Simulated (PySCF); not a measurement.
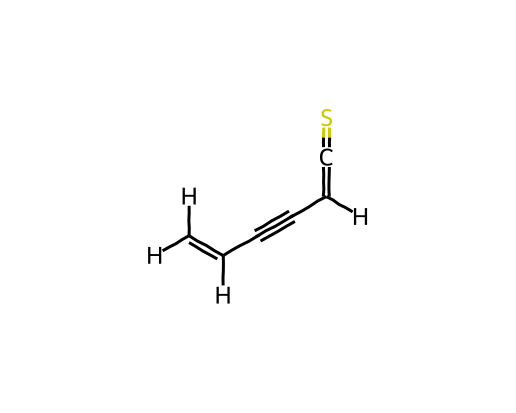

Skeletal drawing of a molecule.

Write the SMILES.

C=CC#CC=C=S

What is the molecular formula?

C6H4S.

An optimisation with GFN2-xTB gave a structure of which point group?

Cs.

The parts below concern this one geometry. Atoms keep their numbers from picture to picture. The geometry was computed by an optimisation with GFN2-xTB. No frequency run is at hand to confirm it as a minimum.

Geometry

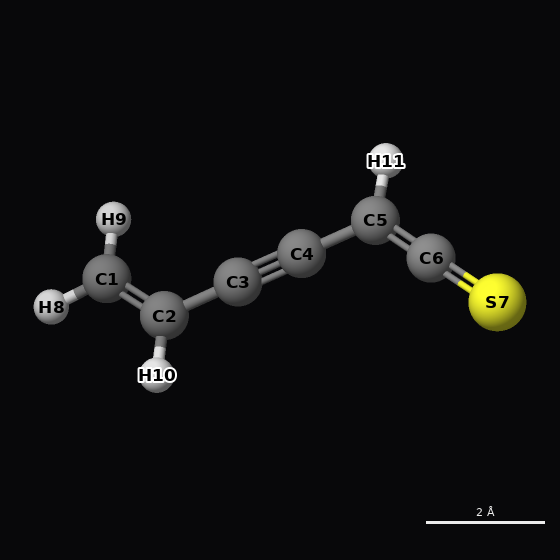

No frequency run is at hand to confirm it as a minimum.

Give these bond angles: C2–C1–H8, C2–C1–H9, C1–C2–C3, C1–C2–H10, C3–C2–H10, C2–C3–C4, C3–C4–C5, C4–C5–C6, C4–C5–H11, C6–C5–H11, C5–C6–S7.

```
    angle  degrees
 C2–C1–H8    121.3
 C2–C1–H9    121.7
 C1–C2–C3    124.0
C1–C2–H10    121.0
C3–C2–H10    115.0
 C2–C3–C4    179.5
 C3–C4–C5    179.8
 C4–C5–C6    123.2
C4–C5–H11    117.4
C6–C5–H11    119.4
 C5–C6–S7    179.7
```

Charges

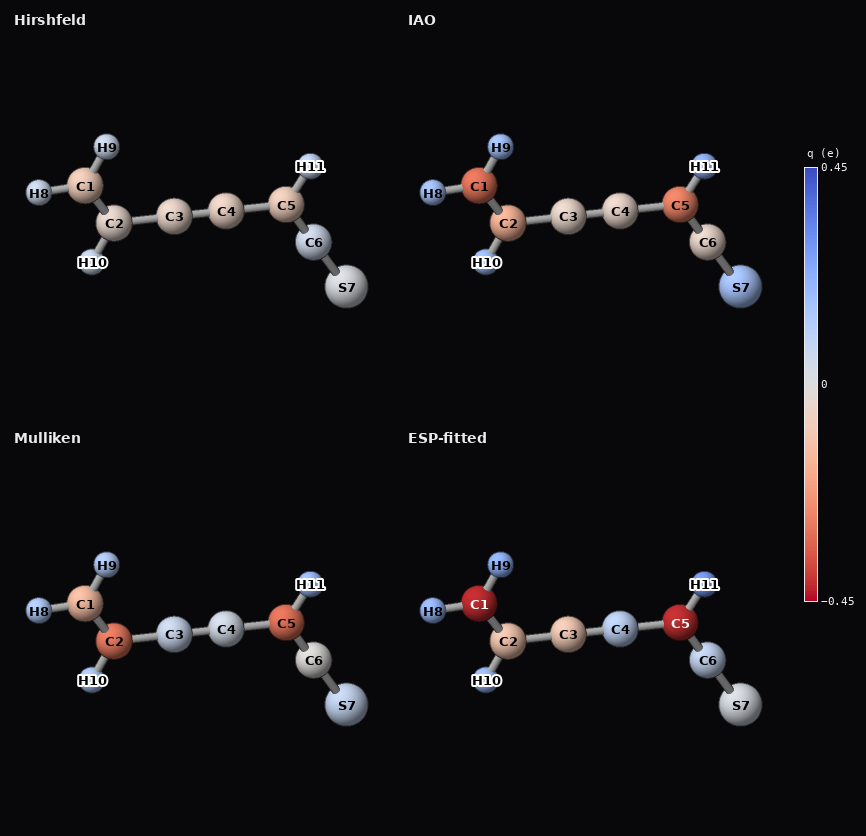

Atomic charges of one calculation by 4 schemes, on one colour scale. No frequency run is at hand to confirm it as a minimum. Method: PBE0/pcSseg-1 (PySCF 2.14.0).

Which scheme gives the most polar picture (largest mean size of the charges)?

The ESP-fitted charges are the largest in size here, and the Hirshfeld charges the smallest.

On which atom do the schemes disagree most?

On C1 (from −0.41 to −0.08 e); C5 (from −0.41 to −0.07 e).

List the charges (e), one line for each set of equivalent atoms.

```tsv
atom	Hirshfeld	IAO	Mulliken	ESP-fitted
C1	−0.08	−0.29	−0.13	−0.41
C2	−0.04	−0.15	−0.28	−0.10
C3	−0.05	−0.04	0.06	−0.09
C4	−0.05	−0.04	0.03	0.09
C5	−0.07	−0.27	−0.30	−0.41
C6	0.05	−0.04	−0.01	0.07
S7	0.01	0.15	0.07	0.02
H8	0.05	0.16	0.12	0.18
H9	0.05	0.16	0.12	0.20
H10	0.06	0.17	0.13	0.18
H11	0.08	0.21	0.18	0.27
```

Electronic properties

No frequency run is at hand to confirm it as a minimum. Level of theory: PBE0/def2-SVPD, gas phase (PySCF 2.14.0). Excitations: vertical, linear response.

Computed properties:

- dipole moment: 0.52 D
- HOMO energy (Kohn–Sham orbital): −6.14 eV
- LUMO energy (Kohn–Sham orbital): −2.58 eV
- HOMO–LUMO gap: 3.56 eV
- mean static polarisability: 115.2 bohr³
- lowest vertical singlet excitation: 2.09 eV
- its oscillator strength: 0.000
- brightest of the 6 lowest singlets: 4.46 eV
- its oscillator strength: 0.50

NMR shielding

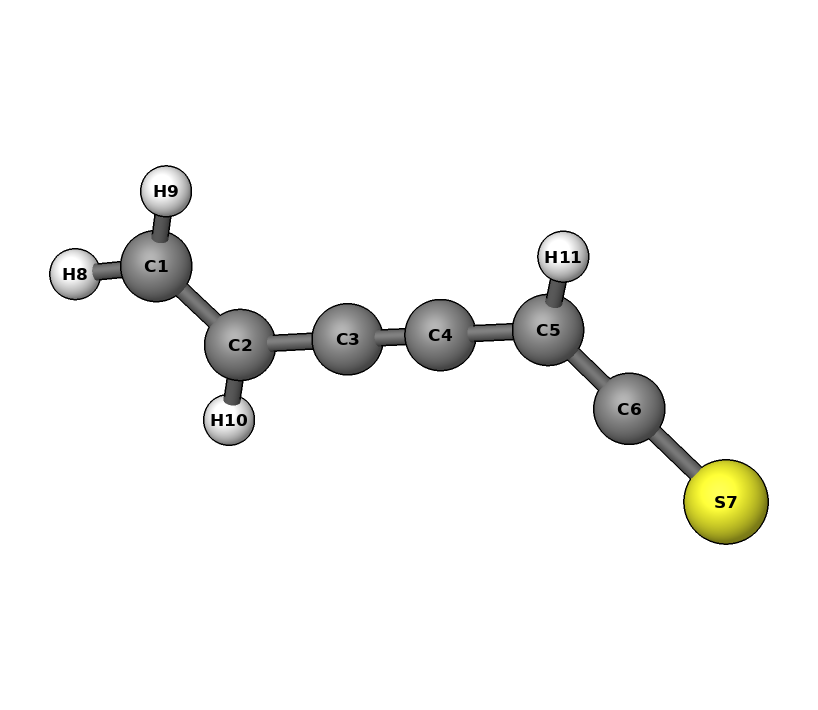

No frequency run is at hand to confirm it as a minimum. Properties computed with GIAO PBE0/pcSseg-1 NMR shielding, non-relativistic, gas phase (PySCF 2.14.0). Principal shieldings σ11 ≤ σ22 ≤ σ33, span Ω = σ33 − σ11, skew κ = 3(σiso − σ22)/Ω.

Give the shielding tensors of the C atoms.

```
atom     σ11    σ22    σ33    σiso      Ω      κ
  C1   −66.9   62.0  165.7    53.6  232.6  −0.11
  C2   −49.8   71.4  163.7    61.8  213.5  −0.14
  C3    −2.7    3.1  205.7    68.7  208.4   0.94
  C4    44.4   48.0  224.3   105.5  179.9   0.96
  C5    42.0  152.8  185.7   126.8  143.7  −0.54
  C6  −184.2  −75.3  −56.0  −105.2  128.2  −0.70
```

Shieldings and span in ppm.

Bond orders

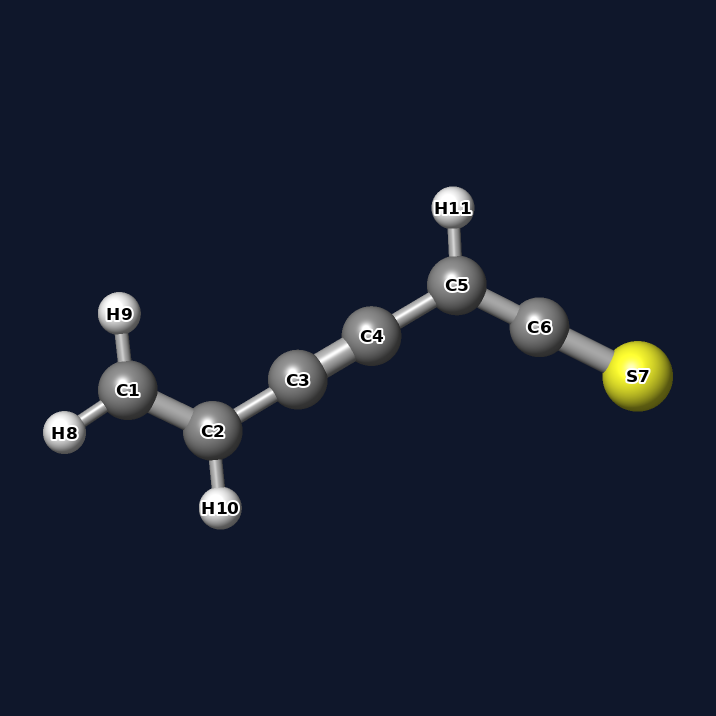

The thickness of each stick grows with its Mayer bond order. No frequency run is at hand to confirm it as a minimum. Computed with PBE0/pcSseg-1 (PySCF 2.14.0).

Which bond has the highest Mayer bond order?

C3–C4, 2.21, at a length of 1.209 Å.

List the Mayer bond orders of C1–C2, C1–H8, C1–H9, C2–C3, C2–H10, C3–C4, C4–C5, C5–C6, C5–H11, C6–S7.

```tsv
bond	Mayer order	length (Å)
C1–C2	1.90	1.331
C1–H8	0.95	1.076
C1–H9	0.96	1.077
C2–C3	1.19	1.403
C2–H10	0.93	1.084
C3–C4	2.21	1.209
C4–C5	1.25	1.402
C5–C6	1.66	1.310
C5–H11	0.88	1.084
C6–S7	1.99	1.553
```

Mulliken values depend strongly on the basis set and can even reverse the polarity of a bond.
